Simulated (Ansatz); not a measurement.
Here is a crystal structure:

```yaml
crystal:
  lattice:
    - [4.50700, 0.00000, 0.00000]
    - [0.00000, 4.50700, 0.00000]
    - [0.00000, 0.00000, 4.50700]
  atoms:
    - { symbol: Ga, position: [0.00000, 0.00000, 0.00000] }
    - { symbol: N, position: [0.25000, 0.75000, 0.25000] }
    - { symbol: Ga, position: [0.00000, 0.50000, 0.50000] }
    - { symbol: N, position: [0.25000, 0.25000, 0.75000] }
    - { symbol: Ga, position: [0.50000, 0.00000, 0.50000] }
    - { symbol: N, position: [0.75000, 0.75000, 0.75000] }
    - { symbol: Ga, position: [0.50000, 0.50000, 0.00000] }
    - { symbol: N, position: [0.75000, 0.25000, 0.25000] }
```

Summarise the structure in words.

Answer. The stoichiometry is GaN. Space group F-43m (No. 216), lattice face-centred cubic. Type of structure: zinc blende (sphalerite type). It has 8 atoms to the cell (4 Ga, 4 N). Ga is linked to four N in a tetrahedral arrangement at 1.95 Å. About every N there are four Ga in a tetrahedral arrangement at 1.95 Å. The bonds build a three-dimensional framework.

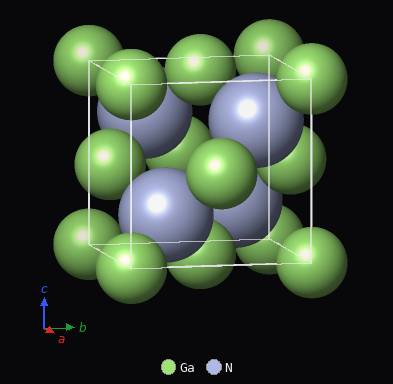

We look at a space-filling model of the crystal slightly off an axis. The wireframe shows the conventional unit cell.

It goes back to a structure listed in the Materials Project. Earlier steps of the study may have refined or changed the cell and positions. A calculation with Ansatz used it as input.

At this level of theory the cell isn't at rest (compressed, at 5 GPa), so its distances can differ from those at equilibrium, the more so the softer the solid.
